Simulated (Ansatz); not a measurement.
## Molecular dynamics of SiH$_{7}$O$_{3}$F (part 5 of 5)

SiH$_{7}$O$_{3}$F; UKS r2SCAN-D4/STO-3G (Ansatz 0.2.0). The run did not end well. It belongs to a series of runs on one base structure; here: dynamics from the start.

Geometry of the input (Å):
```
Si -1.0526  0.2614  -0.6996
O  -0.5401  -0.7937  0.9989
H  -0.5148  -0.4933  -1.8162
H  -2.4394  -0.1521  -0.4882
O  -1.3480  1.8369  -0.5405
H  1.6052  0.0110  0.0368
F  0.8845  0.7594  -0.5710
H  0.7176  -1.0040  1.0227
O  1.9664  -0.9660  0.7660
H  -0.7472  -0.2484  1.7545
H  -0.6471  2.4820  -0.6231
H  2.1155  -1.6931  0.1598
```

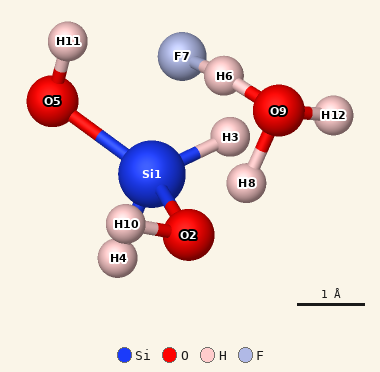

The geometry at step 117 of the log (ball-and-stick view, seen at a tilt; atoms are numbered from 1 in the order of the input).

### Trajectory as extended XYZ, continued
```
12
Properties=species:S:1:pos:R:3:forces:R:3 step=102 time_fs=51.0 energy=-16628.41205 temperature=1127.9
Si   -1.0251    0.1741   -0.5555    1.2392  -0.4332   0.0376
O    -0.5971   -0.9413    0.9600    0.5495   2.6848   0.9246
H    -0.2779   -0.6213   -1.6258   -1.3428   0.5179   0.6152
H    -2.3566   -0.4680   -0.5145   -0.0315   1.0625  -0.3335
O    -1.2575    1.9916   -0.6975    1.5284  -2.4122   0.1928
H     1.4754    0.1222   -0.0602    0.7758  -0.7166   1.0014
F     0.8457    0.8756   -0.5051   -0.1698   0.3299   0.4063
H     0.8518   -1.0160    0.9510   -1.2695  -0.5016   0.1560
O     1.9047   -0.9211    0.6510   -0.5949   2.8442   0.8153
H    -0.9424   -0.3946    1.8488    1.1302  -1.3044  -2.5328
H    -0.2125    2.2217   -0.7609   -1.7378  -0.2699   0.1462
H     1.9646   -1.5264   -0.1173   -0.0767  -1.8015  -1.4290
12
Properties=species:S:1:pos:R:3:forces:R:3 step=104 time_fs=52.0 energy=-16628.32860 temperature=1065.0
Si   -1.0273    0.1671   -0.5527    1.1830   0.2441   0.3908
O    -0.6033   -0.9441    0.9617    1.5714   1.3233  -1.4179
H    -0.2424   -0.5632   -1.6089   -1.4884   0.0231   0.2189
H    -2.3701   -0.4635   -0.4689    0.1338   1.0565  -0.5403
O    -1.2572    2.0017   -0.7036    0.1912  -2.9349   0.3665
H     1.4607    0.1371   -0.0311    0.9562  -0.9307   0.9828
F     0.8531    0.8723   -0.5052   -0.3896   0.7187   0.4357
H     0.8458   -1.0531    0.9505   -0.8507  -0.1283   0.0984
O     1.9058   -0.9180    0.6466   -1.4124   4.5746   3.8082
H    -0.8964   -0.4020    1.7796    0.2102   0.0252  -0.1164
H    -0.2482    2.2421   -0.7445   -0.3980  -0.1027   0.0350
H     1.9524   -1.4870   -0.0902    0.2932  -3.8688  -4.2617
12
Properties=species:S:1:pos:R:3:forces:R:3 step=106 time_fs=53.0 energy=-16628.14011 temperature=920.6
Si   -1.0291    0.1603   -0.5497    1.0973   1.0525   0.7706
O    -0.6085   -0.9461    0.9625    2.7891  -1.0574  -4.8290
H    -0.2210   -0.5050   -1.5899   -1.4668  -0.5220  -0.3057
H    -2.3823   -0.4490   -0.4283    0.2258   1.0019  -0.6852
O    -1.2569    2.0100   -0.7096   -1.5963  -3.5705   0.4901
H     1.4550    0.1432    0.0072    0.8730  -0.8597   0.7104
F     0.8602    0.8693   -0.5051   -0.4331   0.8146   0.6394
H     0.8317   -1.0915    0.9509   -0.4879   0.2615  -0.0073
O     1.9061   -0.9123    0.6443   -1.8405   3.6812   3.7173
H    -0.8485   -0.4086    1.7101   -0.9080   2.3397   3.4231
H    -0.2874    2.2615   -0.7276    1.3866   0.2113  -0.0278
H     1.9428   -1.4830   -0.1017    0.3608  -3.3531  -3.8960
12
Properties=species:S:1:pos:R:3:forces:R:3 step=109 time_fs=54.5 energy=-16628.04967 temperature=850.8
Si   -1.0311    0.1508   -0.5447    0.9597   2.4607   1.2239
O    -0.6132   -0.9506    0.9580    2.8902  -2.1947  -5.4765
H    -0.2147   -0.4286   -1.5688   -1.1797  -1.2804  -1.1616
H    -2.3965   -0.4095   -0.3800    0.2145   0.8144  -0.7882
O    -1.2583    2.0183   -0.7180   -2.9115  -4.0857   0.5192
H     1.4610    0.1381    0.0756    0.3806  -0.2842  -0.1716
F     0.8706    0.8655   -0.5042   -0.3014   0.5273   1.1838
H     0.8024   -1.1432    0.9510   -0.1558   0.7807  -0.1776
O     1.9043   -0.9002    0.6445   -1.8386  -0.7029  -0.0913
H    -0.7934   -0.3728    1.6715   -0.9151   3.1786   4.4163
H    -0.3180    2.2952   -0.7028    2.6624   0.3931   0.0157
H     1.9345   -1.5277   -0.1777    0.1948   0.3931   0.5078
12
Properties=species:S:1:pos:R:3:forces:R:3 step=111 time_fs=55.5 energy=-16628.05306 temperature=850.1
Si   -1.0321    0.1455   -0.5409    0.9740   3.3764   1.3193
O    -0.6141   -0.9552    0.9509    2.0309   0.0609  -1.9700
H    -0.2250   -0.3920   -1.5674   -0.9557  -1.6222  -1.5821
H    -2.4035   -0.3732   -0.3571    0.1211   0.6251  -0.7857
O    -1.2613    2.0208   -0.7233   -1.8836  -3.7485   0.5449
H     1.4703    0.1306    0.1205    0.0181   0.1986  -0.8406
F     0.8772    0.8633   -0.5029   -0.2655   0.2684   1.5099
H     0.7805   -1.1691    0.9492   -0.0042   1.0543  -0.2558
O     1.9018   -0.8923    0.6449   -1.7022  -2.7898  -1.5228
H    -0.7680   -0.3118    1.6979   -0.0559   0.6004   1.1971
H    -0.3084    2.3219   -0.6861    1.5970  -0.0364   0.0226
H     1.9315   -1.5585   -0.2289    0.1260   2.0126   2.3630
12
Properties=species:S:1:pos:R:3:forces:R:3 step=113 time_fs=56.5 energy=-16627.83386 temperature=685.1
Si   -1.0326    0.1413   -0.5367    1.1620   4.0839   1.1522
O    -0.6137   -0.9597    0.9425    1.5189   2.0620   0.9157
H    -0.2446   -0.3707   -1.5809   -0.8500  -1.7492  -1.7028
H    -2.4092   -0.3310   -0.3416   -0.0103   0.4083  -0.7355
O    -1.2654    2.0211   -0.7281   -0.2156  -3.1253   0.6511
H     1.4798    0.1248    0.1574   -0.2382   0.5803  -1.3590
F     0.8838    0.8613   -0.5009   -0.3546   0.0778   1.6823
H     0.7586   -1.1849    0.9450    0.1490   1.2284  -0.3076
O     1.8983   -0.8860    0.6444   -1.5770  -3.8758  -1.8687
H    -0.7434   -0.2448    1.7364    0.4001  -1.6962  -1.4340
H    -0.2839    2.3483   -0.6693   -0.0802  -0.6722  -0.0566
H     1.9298   -1.5705   -0.2583    0.0960   2.6780   3.0628
12
Properties=species:S:1:pos:R:3:forces:R:3 step=115 time_fs=57.5 energy=-16627.66127 temperature=555.3
Si   -1.0328    0.1385   -0.5320    1.4910   4.4868   0.6754
O    -0.6125   -0.9631    0.9347    1.3533   3.0571   2.3496
H    -0.2724   -0.3661   -1.6105   -0.9120  -1.6427  -1.4408
H    -2.4151   -0.2848   -0.3332   -0.1410   0.1912  -0.6521
O    -1.2697    2.0194   -0.7326    1.1309  -2.5989   0.7992
H     1.4871    0.1245    0.1814   -0.3331   0.7414  -1.6134
F     0.8901    0.8593   -0.4980   -0.5515  -0.0176   1.6712
H     0.7382   -1.1891    0.9378    0.3281   1.2772  -0.3395
O     1.8938   -0.8821    0.6428   -1.5395  -4.0860  -1.5248
H    -0.7153   -0.1933    1.7619    0.4574  -2.8768  -2.6759
H    -0.2599    2.3682   -0.6531   -1.3807  -1.1621  -0.1768
H     1.9289   -1.5574   -0.2588    0.0971   2.6301   2.9279
12
Properties=species:S:1:pos:R:3:forces:R:3 step=117 time_fs=58.5 energy=-16627.80048 temperature=661.6
Si   -1.0325    0.1373   -0.5271    1.8037   4.5786  -0.0594
O    -0.6104   -0.9646    0.9282    1.3343   3.3724   2.7773
H    -0.3090   -0.3770   -1.6537   -1.0708  -1.3423  -0.8445
H    -2.4223   -0.2368   -0.3310   -0.2259  -0.0036  -0.5484
O    -1.2733    2.0162   -0.7366    1.8572  -2.3291   0.9353
H     1.4914    0.1311    0.1902   -0.2499   0.6184  -1.5534
F     0.8962    0.8573   -0.4943   -0.8135  -0.0161   1.4824
H     0.7209   -1.1811    0.9273    0.5428   1.1896  -0.3555
O     1.8883   -0.8805    0.6403   -1.6515  -3.2916  -0.4643
H    -0.6828   -0.1688    1.7624    0.3229  -3.2388  -2.9711
H    -0.2486    2.3773   -0.6385   -1.9978  -1.3585  -0.2821
H     1.9291   -1.5195   -0.2318    0.1485   1.8211   1.8837
12
Properties=species:S:1:pos:R:3:forces:R:3 step=119 time_fs=59.5 energy=-16628.14957 temperature=926.7
Si   -1.0316    0.1376   -0.5223    1.9037   4.4073  -0.9070
O    -0.6075   -0.9641    0.9234    1.3818   3.1731   2.4364
H    -0.3558   -0.4007   -1.7049   -1.1955  -0.9239  -0.0686
H    -2.4317   -0.1888   -0.3341   -0.2280  -0.1640  -0.4323
O    -1.2759    2.0116   -0.7401    1.9624  -2.3361   1.0205
H     1.4934    0.1434    0.1842   -0.0162   0.2523  -1.1933
F     0.9019    0.8553   -0.4898   -1.1110   0.0893   1.1323
H     0.7089   -1.1618    0.9135    0.7680   0.9585  -0.3622
O     1.8819   -0.8809    0.6376   -1.9334  -1.2739   1.7166
H    -0.6474   -0.1750    1.7349    0.0995  -2.9457  -2.5437
H    -0.2561    2.3735   -0.6266   -1.9329  -1.2429  -0.3358
H     1.9307   -1.4649   -0.1876    0.3016   0.0060  -0.4629
12
Properties=species:S:1:pos:R:3:forces:R:3 step=121 time_fs=60.5 energy=-16628.38108 temperature=1104.6
Si   -1.0300    0.1394   -0.5178    1.6744   4.0405  -1.6996
O    -0.6037   -0.9618    0.9200    1.4710   2.1991   1.1056
H    -0.4140   -0.4333   -1.7567   -1.1894  -0.4699   0.7072
H    -2.4431   -0.1423   -0.3413   -0.1348  -0.2903  -0.3066
O    -1.2772    2.0056   -0.7429    1.4203  -2.6188   1.0173
H     1.4952    0.1581    0.1670    0.2929  -0.2156  -0.6335
F     0.9070    0.8534   -0.4848   -1.4306   0.3075   0.6549
H     0.7041   -1.1334    0.8962    0.9246   0.5787  -0.3684
O     1.8743   -0.8821    0.6360   -2.2842   1.4342   4.7070
H    -0.6110   -0.2089    1.6835   -0.1571  -1.7459  -1.1640
H    -0.2817    2.3580   -0.6179   -1.1670  -0.8165  -0.3040
H     1.9353   -1.4106   -0.1485    0.5798  -2.4032  -3.7158
12
Properties=species:S:1:pos:R:3:forces:R:3 step=123 time_fs=61.5 energy=-16628.42930 temperature=1142.6
Si   -1.0278    0.1426   -0.5138    1.1355   3.5530  -2.3093
O    -0.5991   -0.9581    0.9172    1.4862  -0.0049  -1.6102
H    -0.4834   -0.4704   -1.8018   -1.0270  -0.0477   1.3467
H    -2.4558   -0.0986   -0.3514    0.0321  -0.3909  -0.1713
O    -1.2778    1.9980   -0.7451    0.2286  -3.1398   0.8929
H     1.4998    0.1708    0.1438    0.5791  -0.6226  -0.0501
F     0.9113    0.8516   -0.4794   -1.7529   0.6131   0.1239
H     0.7081   -1.0996    0.8754    0.8923   0.0646  -0.3722
O     1.8653   -0.8824    0.6371   -2.2613   2.6290   5.6838
H    -0.5761   -0.2586    1.6219   -0.3292   0.7817   1.5591
H    -0.3180    2.3349   -0.6120    0.2859  -0.1119  -0.1599
H     1.9454   -1.3783   -0.1437    0.7308  -3.3235  -4.9334
12
Properties=species:S:1:pos:R:3:forces:R:3 step=126 time_fs=63.0 energy=-16628.35940 temperature=1092.3
Si   -1.0239    0.1497   -0.5094    0.0297   2.8083  -2.7752
O    -0.5905   -0.9532    0.9106    1.1134  -3.1634  -5.4585
H    -0.6051   -0.5258   -1.8443   -0.5494   0.4260   1.8986
H    -2.4737   -0.0403   -0.3692    0.3128  -0.5143   0.0507
O    -1.2786    1.9829   -0.7475   -1.6429  -3.8194   0.5922
H     1.5176    0.1782    0.1092    0.7440  -0.8370   0.5014
F     0.9162    0.8495   -0.4713   -2.0701   0.9841  -0.4962
H     0.7288   -1.0494    0.8377    0.2347  -0.7651  -0.2854
O     1.8495   -0.8803    0.6445   -0.5884   0.3609   1.0109
H    -0.5292   -0.3095    1.5676   -0.2104   4.3574   5.3419
H    -0.3620    2.3006   -0.6054    2.5437   0.9582   0.1340
H     1.9721   -1.3829   -0.2138    0.0829  -0.7958  -0.5145
12
Properties=species:S:1:pos:R:3:forces:R:3 step=128 time_fs=64.0 energy=-16628.45723 temperature=1164.4
Si   -1.0213    0.1556   -0.5076   -0.6865   2.4341  -2.8129
O    -0.5839   -0.9520    0.9025    1.0700  -1.4721  -3.7447
H    -0.6934   -0.5584   -1.8506   -0.1353   0.5946   1.9630
H    -2.4822   -0.0075   -0.3808    0.4415  -0.5794   0.2106
O    -1.2802    1.9700   -0.7486   -1.4139  -3.5657   0.5643
H     1.5381    0.1734    0.0913    0.5709  -0.6232   0.5633
F     0.9181    0.8488   -0.4661   -2.0311   0.9868  -0.6576
H     0.7463   -1.0240    0.8090   -0.6095  -1.1591  -0.1033
O     1.8383   -0.8784    0.6507    1.0752  -1.0849  -1.9446
H    -0.5009   -0.2974    1.5888   -0.3321   2.7044   3.5711
H    -0.3645    2.2876   -0.5998    2.5048   1.0746   0.1199
H     1.9921   -1.3999   -0.2742   -0.4541   0.6898   2.2708
12
Properties=species:S:1:pos:R:3:forces:R:3 step=130 time_fs=65.0 energy=-16628.48320 temperature=1183.6
Si   -1.0188    0.1624   -0.5068   -1.2617   2.1606  -2.6504
O    -0.5767   -0.9516    0.8921    1.2395   1.3211  -0.4695
H    -0.7830   -0.5853   -1.8382    0.3105   0.6298   1.7875
H    -2.4866    0.0198   -0.3903    0.4856  -0.6212   0.3830
O    -1.2826    1.9550   -0.7494    0.1377  -2.6654   0.7346
H     1.5639    0.1627    0.0788    0.2074  -0.2220   0.4843
F     0.9190    0.8485   -0.4613   -1.8235   0.8038  -0.6624
H     0.7580   -1.0095    0.7793   -1.4622  -1.3316   0.1380
O     1.8278   -0.8771    0.6558    2.4978  -1.8034  -3.4520
H    -0.4759   -0.2602    1.6433   -0.6518  -0.2228   0.2362
H    -0.3439    2.2845   -0.5932    1.0639   0.6307  -0.1242
H     2.0078   -1.4107   -0.3138   -0.7434   1.3204   3.5948
12
Properties=species:S:1:pos:R:3:forces:R:3 step=132 time_fs=66.0 energy=-16628.32025 temperature=1061.9
Si   -1.0168    0.1699   -0.5069   -1.6503   1.9421  -2.2924
O    -0.5687   -0.9504    0.8815    1.2698   2.9436   1.7446
H    -0.8696   -0.6063   -1.8089    0.7525   0.5271   1.3862
H    -2.4864    0.0413   -0.3962    0.4394  -0.6318   0.5698
O    -1.2849    1.9384   -0.7497    1.8694  -1.5425   0.9259
H     1.5917    0.1500    0.0710   -0.2265   0.1732   0.4122
F     0.9190    0.8486   -0.4568   -1.5812   0.5649  -0.6208
H     0.7560   -1.0076    0.7510   -1.8562  -1.2698   0.3589
O     1.8188   -0.8769    0.6588    3.2285  -2.0363  -3.8598
H    -0.4570   -0.2243    1.7008   -0.8414  -2.0432  -2.0374
H    -0.3133    2.2874   -0.5879   -0.6240   0.0242  -0.4148
H     2.0166   -1.4093   -0.3196   -0.7799   1.3485   3.8276
```

### What the run reported

| quantity | value |
| --- | --- |
| outcome | stopped at the time limit |
| mean temperature over the second half | 1031 K |
| trajectory | 132 steps, 66 fs |
| ensemble | nve |
| temperature in the input | 1000.0 K |
| time step | 0.5 fs |
| wall time | 15 min |
| peak memory | 0.19 GiB |

### What went wrong

The run was cut off by its time limit, so the output is incomplete.
